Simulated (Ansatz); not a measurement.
## Molecular dynamics, with input and output: AlSiH$_{6}$OF (part 5 of 5)

AlSiH$_{6}$OF; RKS PBE0-D4/6-31G* (Ansatz 0.2.0). It belongs to a series of runs on one base structure; here: dynamics from the highest image of the converged band.

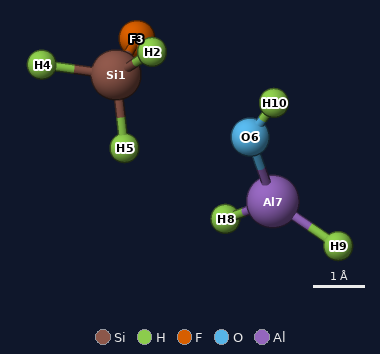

The geometry at step 173 of the log (ball-and-stick view, seen at a tilt; atoms are numbered from 1 in the order of the input).

Trajectory as extended XYZ, continued
```
10
Properties=species:S:1:pos:R:3:forces:R:3 step=142 time_fs=71.0 energy=-19325.45808 temperature=1193.8
Si    0.4725   -0.0332   -0.0704   -0.2721   0.4115   1.0380
H    -0.2349    0.7577    1.0029    0.1754  -0.0749  -0.4699
F     1.4973   -0.9696    0.7624    0.1484  -0.0334  -0.3481
H     1.2182    0.9019   -0.9730   -0.0434  -0.2461   0.0093
H    -0.5109   -0.8908   -0.7736    0.2333   0.0619  -0.1831
O    -2.8972    0.1952    0.6171    0.0361   0.2691   0.2716
Al   -3.4539   -1.2988    0.0217    0.6493  -0.2813  -0.2761
H    -2.3177   -1.9882   -0.8986   -0.6145  -0.0078   0.0943
H    -4.8474   -1.8497    0.4910   -0.2750  -0.1656   0.0082
H    -3.3182    0.6090    1.3787   -0.0376   0.0666  -0.1443
10
Properties=species:S:1:pos:R:3:forces:R:3 step=145 time_fs=72.5 energy=-19325.46982 temperature=1205.1
Si    0.4868   -0.0322   -0.0730    0.0633  -0.1205   0.7138
H    -0.2296    0.7489    0.9650   -0.0595   0.1218  -0.1367
F     1.5122   -0.9744    0.7617    0.0593   0.1100  -0.3278
H     1.2487    0.9031   -0.9567   -0.0558  -0.1997  -0.0477
H    -0.4573   -0.9294   -0.7903    0.2138   0.2031  -0.1581
O    -2.9392    0.2082    0.6252    0.1506   0.0383   0.0317
Al   -3.4581   -1.3025    0.0206    0.6113  -0.0238  -0.0682
H    -2.3021   -1.9774   -0.8729   -0.5535  -0.0307   0.0332
H    -4.8495   -1.8754    0.4708   -0.2678  -0.1777  -0.0063
H    -3.3204    0.6291    1.3990   -0.1618   0.0793  -0.0338
10
Properties=species:S:1:pos:R:3:forces:R:3 step=148 time_fs=74.0 energy=-19325.46539 temperature=1200.8
Si    0.5011   -0.0313   -0.0751    0.4345  -0.6664   0.3471
H    -0.2256    0.7427    0.9241   -0.3280   0.3380   0.2274
F     1.5271   -0.9791    0.7607   -0.0286   0.2426  -0.2866
H     1.2780    0.9002   -0.9415   -0.0422  -0.1239  -0.1156
H    -0.3991   -0.9635   -0.8104    0.1611   0.3156  -0.1337
O    -2.9810    0.2212    0.6334    0.1885  -0.1465  -0.0986
Al   -3.4619   -1.3063    0.0194    0.3923   0.2427   0.2197
H    -2.2984   -1.9674   -0.8467   -0.3975  -0.0876  -0.0795
H    -4.8571   -1.9049    0.4504   -0.1687  -0.1421  -0.0431
H    -3.3260    0.6509    1.4183   -0.2115   0.0275  -0.0372
10
Properties=species:S:1:pos:R:3:forces:R:3 step=151 time_fs=75.5 energy=-19325.44751 temperature=1183.6
Si    0.5158   -0.0309   -0.0769    0.7288  -1.0499   0.0984
H    -0.2285    0.7437    0.8880   -0.5002   0.4446   0.4495
F     1.5420   -0.9836    0.7593   -0.1106   0.3580  -0.2258
H     1.3064    0.8945   -0.9287   -0.0174  -0.0394  -0.1704
H    -0.3376   -0.9910   -0.8334    0.0706   0.3814  -0.1187
O    -3.0226    0.2341    0.6414    0.1725  -0.2766  -0.1187
Al   -3.4653   -1.3100    0.0184    0.0495   0.5000   0.5423
H    -2.3030   -1.9592   -0.8221   -0.1735  -0.1629  -0.2203
H    -4.8683   -1.9374    0.4290   -0.0143  -0.0709  -0.0871
H    -3.3361    0.6731    1.4367   -0.2055  -0.0843  -0.1492
10
Properties=species:S:1:pos:R:3:forces:R:3 step=153 time_fs=76.5 energy=-19325.43480 temperature=1171.4
Si    0.5259   -0.0311   -0.0780    0.8256  -1.1406   0.0558
H    -0.2362    0.7495    0.8689   -0.5001   0.3997   0.4527
F     1.5519   -0.9863    0.7583   -0.1592   0.4219  -0.1758
H     1.3252    0.8902   -0.9221   -0.0044   0.0101  -0.1878
H    -0.2956   -1.0048   -0.8502   -0.0071   0.3958  -0.1155
O    -3.0502    0.2424    0.6467    0.1639  -0.3682  -0.1373
Al   -3.4675   -1.3122    0.0180   -0.1969   0.6575   0.7452
H    -2.3085   -1.9557   -0.8082   -0.0142  -0.2099  -0.3105
H    -4.8762   -1.9600    0.4138    0.0943  -0.0139  -0.1119
H    -3.3453    0.6871    1.4473   -0.2020  -0.1523  -0.2149
10
Properties=species:S:1:pos:R:3:forces:R:3 step=156 time_fs=78.0 energy=-19325.41817 temperature=1155.2
Si    0.5416   -0.0321   -0.0797    0.8075  -1.0192   0.1480
H    -0.2564    0.7648    0.8481   -0.3171   0.1621   0.2591
F     1.5665   -0.9900    0.7566   -0.2190   0.4935  -0.0899
H     1.3532    0.8840   -0.9156   -0.0024   0.0613  -0.1743
H    -0.2329   -1.0185   -0.8775   -0.1363   0.3780  -0.1184
O    -3.0914    0.2545    0.6545    0.1856  -0.5625  -0.2650
Al   -3.4710   -1.3150    0.0178   -0.5037   0.8536   0.9799
H    -2.3166   -1.9541   -0.7931    0.1815  -0.2480  -0.4029
H    -4.8860   -1.9939    0.3890    0.2312   0.0692  -0.1326
H    -3.3627    0.7053    1.4594   -0.2272  -0.1879  -0.2040
10
Properties=species:S:1:pos:R:3:forces:R:3 step=159 time_fs=79.5 energy=-19325.39765 temperature=1135.4
Si    0.5579   -0.0339   -0.0813    0.6703  -0.7058   0.2813
H    -0.2831    0.7835    0.8326   -0.0108  -0.1704  -0.0310
F     1.5809   -0.9931    0.7547   -0.2605   0.5327   0.0044
H     1.3811    0.8790   -0.9128   -0.0258   0.0802  -0.1136
H    -0.1732   -1.0241   -0.9073   -0.2583   0.3292  -0.1211
O    -3.1323    0.2658    0.6618    0.2422  -0.8144  -0.5039
Al   -3.4749   -1.3171    0.0184   -0.6499   0.9771   1.0834
H    -2.3209   -1.9579   -0.7866    0.2633  -0.2186  -0.4066
H    -4.8909   -2.0264    0.3613    0.3094   0.1337  -0.1281
H    -3.3851    0.7195    1.4673   -0.2798  -0.1437  -0.0649
10
Properties=species:S:1:pos:R:3:forces:R:3 step=162 time_fs=81.0 energy=-19325.37088 temperature=1109.5
Si    0.5747   -0.0362   -0.0826    0.5185  -0.3710   0.3033
H    -0.3102    0.7986    0.8166    0.2797  -0.4588  -0.2593
F     1.5950   -0.9956    0.7529   -0.2828   0.5383   0.1014
H     1.4084    0.8757   -0.9124   -0.0658   0.0750  -0.0215
H    -0.1191   -1.0226   -0.9397   -0.3493   0.2741  -0.1083
O    -3.1729    0.2760    0.6685    0.2942  -1.0311  -0.7123
Al   -3.4794   -1.3185    0.0199   -0.6021   1.0182   1.0413
H    -2.3198   -1.9662   -0.7886    0.2103  -0.1140  -0.3119
H    -4.8893   -2.0561    0.3309    0.3140   0.1672  -0.0986
H    -3.4135    0.7307    1.4738   -0.3167  -0.0979   0.0658
10
Properties=species:S:1:pos:R:3:forces:R:3 step=164 time_fs=82.0 energy=-19325.35408 temperature=1093.3
Si    0.5862   -0.0379   -0.0834    0.4398  -0.1981   0.2222
H    -0.3252    0.8036    0.8032    0.4165  -0.5839  -0.3354
F     1.6042   -0.9970    0.7517   -0.2876   0.5242   0.1651
H     1.4259    0.8745   -0.9125   -0.0927   0.0663   0.0450
H    -0.0870   -1.0183   -0.9626   -0.3843   0.2441  -0.0842
O    -3.1997    0.2821    0.6725    0.3086  -1.1067  -0.7575
Al   -3.4826   -1.3190    0.0214   -0.4812   1.0088   0.9473
H    -2.3165   -1.9732   -0.7939    0.1191  -0.0141  -0.2086
H    -4.8845   -2.0740    0.3094    0.2755   0.1692  -0.0673
H    -3.4361    0.7369    1.4787   -0.3137  -0.1098   0.0735
10
Properties=species:S:1:pos:R:3:forces:R:3 step=167 time_fs=83.5 energy=-19325.33725 temperature=1077.1
Si    0.6036   -0.0406   -0.0845    0.3728  -0.0602  -0.0397
H    -0.3402    0.8005    0.7770    0.5016  -0.6466  -0.3202
F     1.6177   -0.9985    0.7501   -0.2809   0.4787   0.2556
H     1.4504    0.8737   -0.9117   -0.1194   0.0584   0.1342
H    -0.0458   -1.0075   -0.9983   -0.3946   0.2155  -0.0216
O    -3.2397    0.2899    0.6775    0.3015  -1.1123  -0.6800
Al   -3.4877   -1.3190    0.0242   -0.2265   0.9674   0.7500
H    -2.3097   -1.9837   -0.8051   -0.0475   0.1492  -0.0318
H    -4.8725   -2.0977    0.2761    0.1648   0.1423  -0.0088
H    -3.4757    0.7440    1.4872   -0.2716  -0.1923  -0.0377
10
Properties=species:S:1:pos:R:3:forces:R:3 step=170 time_fs=85.0 energy=-19325.33121 temperature=1071.2
Si    0.6213   -0.0433   -0.0855    0.3798  -0.0793  -0.4329
H    -0.3446    0.7836    0.7442    0.4266  -0.5570  -0.1579
F     1.6309   -0.9994    0.7489   -0.2599   0.4081   0.3367
H     1.4724    0.8743   -0.9080   -0.1183   0.0681   0.1946
H    -0.0131   -0.9920   -1.0345   -0.3606   0.1997   0.0639
O    -3.2792    0.2963    0.6817    0.2945  -1.0687  -0.5596
Al   -3.4930   -1.3182    0.0276    0.0367   0.9232   0.5370
H    -2.3040   -1.9910   -0.8170   -0.1893   0.2931   0.1279
H    -4.8570   -2.1185    0.2426    0.0134   0.0877   0.0550
H    -3.5210    0.7471    1.4948   -0.2229  -0.2749  -0.1646
10
Properties=species:S:1:pos:R:3:forces:R:3 step=173 time_fs=86.5 energy=-19325.32982 temperature=1069.8
Si    0.6394   -0.0462   -0.0870    0.4679  -0.2273  -0.8940
H    -0.3401    0.7550    0.7081    0.1980  -0.3358   0.1217
F     1.6439   -0.9999    0.7480   -0.2264   0.3176   0.4047
H     1.4919    0.8763   -0.9002   -0.0860   0.1003   0.2181
H     0.0120   -0.9722   -1.0693   -0.2972   0.1795   0.1504
O    -3.3183    0.3011    0.6851    0.3244  -1.0612  -0.5383
Al   -3.4983   -1.3167    0.0315    0.2304   0.8883   0.3516
H    -2.3021   -1.9920   -0.8263   -0.2624   0.3910   0.2378
H    -4.8413   -2.1374    0.2103   -0.1391   0.0245   0.1147
H    -3.5713    0.7443    1.4991   -0.2094  -0.2768  -0.1667
10
Properties=species:S:1:pos:R:3:forces:R:3 step=175 time_fs=87.5 energy=-19325.32771 temperature=1067.8
Si    0.6516   -0.0481   -0.0883    0.5571  -0.3593  -1.1933
H    -0.3344    0.7316    0.6852   -0.0123  -0.1455   0.3408
F     1.6523   -1.0001    0.7476   -0.1979   0.2486   0.4412
H     1.5038    0.8788   -0.8924   -0.0506   0.1324   0.2147
H     0.0250   -0.9568   -1.0908   -0.2472   0.1548   0.1957
O    -3.3442    0.3036    0.6869    0.3674  -1.0779  -0.5844
Al   -3.5017   -1.3153    0.0342    0.2901   0.8645   0.2559
H    -2.3039   -1.9882   -0.8297   -0.2633   0.4247   0.2752
H    -4.8323   -2.1496    0.1901   -0.2190  -0.0096   0.1485
H    -3.6073    0.7391    1.5000   -0.2242  -0.2326  -0.0943
10
Properties=species:S:1:pos:R:3:forces:R:3 step=178 time_fs=89.0 energy=-19325.32478 temperature=1065.0
Si    0.6703   -0.0513   -0.0910    0.6590  -0.5074  -1.5344
H    -0.3267    0.6945    0.6575   -0.3127   0.1169   0.6309
F     1.6649   -1.0000    0.7475   -0.1468   0.1357   0.4802
H     1.5209    0.8851   -0.8769    0.0109   0.1868   0.1903
H     0.0403   -0.9311   -1.1195   -0.1715   0.0941   0.2299
O    -3.3825    0.3060    0.6890    0.4381  -1.0757  -0.6456
Al   -3.5067   -1.3127    0.0385    0.2473   0.8110   0.1621
H    -2.3113   -1.9748   -0.8300   -0.1907   0.4260   0.2734
H    -4.8228   -2.1681    0.1624   -0.2782  -0.0311   0.1877
H    -3.6654    0.7274    1.4999   -0.2554  -0.1564   0.0254
10
Properties=species:S:1:pos:R:3:forces:R:3 step=181 time_fs=90.5 energy=-19325.33578 temperature=1075.7
Si    0.6895   -0.0549   -0.0949    0.5887  -0.4675  -1.6307
H    -0.3255    0.6596    0.6431   -0.4309   0.2341   0.7535
F     1.6772   -0.9998    0.7480   -0.0871   0.0167   0.4974
H     1.5382    0.8954   -0.8573    0.0628   0.2305   0.1589
H     0.0519   -0.9034   -1.1433   -0.1034   0.0076   0.2165
O    -3.4202    0.3070    0.6903    0.4652  -0.9652  -0.5607
Al   -3.5115   -1.3093    0.0429    0.0443   0.7198   0.1250
H    -2.3225   -1.9523   -0.8245   -0.0388   0.3731   0.2056
H    -4.8191   -2.1872    0.1388   -0.2525  -0.0075   0.2143
H    -3.7289    0.7121    1.5001   -0.2483  -0.1417   0.0202
10
Properties=species:S:1:pos:R:3:forces:R:3 step=184 time_fs=92.0 energy=-19325.36531 temperature=1104.1
Si    0.7091   -0.0588   -0.1001    0.2754  -0.1900  -1.4385
H    -0.3330    0.6294    0.6445   -0.2670   0.1581   0.6447
F     1.6895   -0.9996    0.7490   -0.0233  -0.1008   0.4901
H     1.5568    0.9106   -0.8343    0.0833   0.2409   0.1371
H     0.0612   -0.8755   -1.1625   -0.0458  -0.0910   0.1617
O    -3.4573    0.3067    0.6908    0.4260  -0.7481  -0.3162
Al   -3.5162   -1.3054    0.0474   -0.2740   0.5870   0.1274
H    -2.3346   -1.9219   -0.8146    0.1659   0.2808   0.0882
H    -4.8208   -2.2064    0.1198   -0.1569   0.0533   0.2312
H    -3.7977    0.6937    1.5005   -0.1836  -0.1900  -0.1256
10
Properties=species:S:1:pos:R:3:forces:R:3 step=186 time_fs=93.0 energy=-19325.38623 temperature=1124.3
Si    0.7223   -0.0615   -0.1042   -0.0220   0.0818  -1.1918
H    -0.3415    0.6113    0.6533   -0.0392   0.0385   0.4732
F     1.6977   -0.9996    0.7500    0.0180  -0.1737   0.4705
H     1.5702    0.9236   -0.8173    0.0733   0.2213   0.1318
H     0.0668   -0.8579   -1.1733   -0.0116  -0.1537   0.1113
O    -3.4818    0.3060    0.6908    0.3827  -0.5865  -0.1357
Al   -3.5195   -1.3026    0.0504   -0.5065   0.4776   0.1343
H    -2.3409   -1.8981   -0.8069    0.3078   0.2104  -0.0008
H    -4.8239   -2.2187    0.1099   -0.0721   0.1034   0.2384
H    -3.8459    0.6793    1.4995   -0.1303  -0.2191  -0.2311
10
Properties=species:S:1:pos:R:3:forces:R:3 step=189 time_fs=94.5 energy=-19325.40648 temperature=1143.9
Si    0.7421   -0.0655   -0.1110   -0.4630   0.5018  -0.7552
H    -0.3541    0.5845    0.6745    0.3407  -0.1471   0.1650
F     1.7099   -0.9996    0.7519    0.0725  -0.2674   0.4182
H     1.5915    0.9469   -0.7894    0.0241   0.1511   0.1340
H     0.0751   -0.8344   -1.1877    0.0394  -0.2278   0.0332
O    -3.5180    0.3042    0.6908    0.3403  -0.3786   0.0473
Al   -3.5247   -1.2980    0.0551   -0.8018   0.2847   0.1177
H    -2.3445   -1.8588   -0.7954    0.4773   0.1177  -0.1130
H    -4.8297   -2.2351    0.0993    0.0567   0.1726   0.2438
H    -3.9204    0.6537    1.4937   -0.0860  -0.2069  -0.2908
10
Properties=species:S:1:pos:R:3:forces:R:3 step=192 time_fs=96.0 energy=-19325.41677 temperature=1153.9
Si    0.7615   -0.0691   -0.1184   -0.7733   0.8220  -0.3461
H    -0.3595    0.5546    0.6992    0.6237  -0.2603  -0.1047
F     1.7222   -1.0000    0.7543    0.1132  -0.3359   0.3387
H     1.6133    0.9734   -0.7586   -0.0509   0.0469   0.1350
H     0.0843   -0.8158   -1.2013    0.0974  -0.2649  -0.0276
O    -3.5537    0.3018    0.6908    0.3488  -0.2201   0.1022
Al   -3.5306   -1.2931    0.0599   -0.9400   0.0592   0.0283
H    -2.3380   -1.8170   -0.7863    0.5332   0.0666  -0.1553
H    -4.8342   -2.2478    0.0939    0.1575   0.2145   0.2425
H    -3.9968    0.6238    1.4819   -0.1095  -0.1279  -0.2131
10
Properties=species:S:1:pos:R:3:forces:R:3 step=195 time_fs=97.5 energy=-19325.43130 temperature=1168.0
Si    0.7804   -0.0721   -0.1261   -0.8994   0.9747  -0.0247
H    -0.3518    0.5193    0.7218    0.7291  -0.2702  -0.2740
F     1.7347   -1.0007    0.7571    0.1388  -0.3760   0.2345
H     1.6339    1.0009   -0.7250   -0.1270  -0.0623   0.1180
H     0.0955   -0.8028   -1.2155    0.1660  -0.2600  -0.0579
O    -3.5890    0.2992    0.6910    0.3626  -0.0600   0.1375
Al   -3.5373   -1.2882    0.0646   -0.8658  -0.1834  -0.1502
H    -2.3203   -1.7736   -0.7804    0.4410   0.0643  -0.1046
H    -4.8354   -2.2560    0.0938    0.2087   0.2141   0.2342
H    -4.0757    0.5911    1.4655   -0.1540  -0.0412  -0.1128
10
Properties=species:S:1:pos:R:3:forces:R:3 step=197 time_fs=98.5 energy=-19325.44652 temperature=1182.7
Si    0.7926   -0.0737   -0.1313   -0.8809   0.9733   0.1317
H    -0.3381    0.4925    0.7339    0.6892  -0.2216  -0.3184
F     1.7431   -1.0014    0.7591    0.1489  -0.3876   0.1533
H     1.6463    1.0187   -0.7011   -0.1661  -0.1223   0.0909
H     0.1050   -0.7972   -1.2256    0.2153  -0.2361  -0.0611
O    -3.6122    0.2974    0.6912    0.3299   0.0722   0.2186
Al   -3.5421   -1.2851    0.0678   -0.7056  -0.3365  -0.3057
H    -2.3031   -1.7439   -0.7778    0.3083   0.0802  -0.0284
H    -4.8338   -2.2589    0.0965    0.2102   0.1871   0.2248
H    -4.1300    0.5687    1.4531   -0.1491  -0.0086  -0.1057
10
Properties=species:S:1:pos:R:3:forces:R:3 step=200 time_fs=100.0 energy=-19325.46999 temperature=1205.3
Si    0.8103   -0.0754   -0.1389   -0.7110   0.8256   0.2785
H    -0.3056    0.4487    0.7463    0.4689  -0.0805  -0.2763
F     1.7558   -1.0029    0.7622    0.1573  -0.3854   0.0189
H     1.6618    1.0430   -0.6638   -0.1949  -0.1749   0.0248
H     0.1231   -0.7930   -1.2418    0.2854  -0.1795  -0.0488
O    -3.6467    0.2948    0.6918    0.1862   0.2974   0.4384
Al   -3.5497   -1.2805    0.0722   -0.3527  -0.5182  -0.5511
H    -2.2722   -1.6979   -0.7741    0.0530   0.1064   0.1132
H    -4.8277   -2.2600    0.1045    0.1645   0.1079   0.2059
H    -4.2140    0.5349    1.4324   -0.0566   0.0011  -0.2035
```

This output came from the following input.

Input file
```yaml
crystal:
  periodic: [false, false, false]
  atoms:
    - { symbol: Si, position_ang: [-0.055247, -0.053596, -0.020271] }
    - { symbol: H, position_ang: [-0.378122, 0.914914, 1.382427] }
    - { symbol: F, position_ang: [1.087636, -0.830311, 0.819649] }
    - { symbol: H, position_ang: [0.359076, 1.195014, -0.719111] }
    - { symbol: H, position_ang: [-0.230359, -1.021852, -1.154624] }
    - { symbol: O, position_ang: [-1.829635, -0.230902, 0.416852] }
    - { symbol: Al, position_ang: [-3.272929, -1.160149, 0.037389] }
    - { symbol: H, position_ang: [-3.186424, -2.178827, -1.164461] }
    - { symbol: H, position_ang: [-4.512317, -0.848888, 0.966924] }
    - { symbol: H, position_ang: [-1.42678, 0.476398, 1.200426] }
basis:
  gaussian: { orbitals: "6-31G*" }
hamiltonian:
  xc: pbe0
  dispersion: d4
md:
  timestep: 0.5
  n_steps: 200
  ensemble: nve
  temperature: 100.0
  initial_velocities: maxwell_boltzmann
  seed: 3753
```

Command:
```bash
ansatz run input.yaml --threads 1 --pin off --max-ram 2048MiB --backend cpu --events-out ev --progress --plain --runs-dir out
```

Results in brief

```csv
quantity,value
outcome,finished
mean temperature over the second half,1135 K
trajectory,"200 steps, 100 fs"
ensemble,nve
temperature in the input,100.0 K
time step,0.5 fs
potential energy (last step),−19325.4700 eV
mean-field energy (last step),−19325.3585 eV
largest force (length of the vector) (last step),1.125 eV/Å
hardware,"1 thread of Arm Neoverse V2, 24 GiB of memory available, shared host"
wall time,11 min
peak memory,0.18 GiB
```

So short a trajectory is not equilibrated.
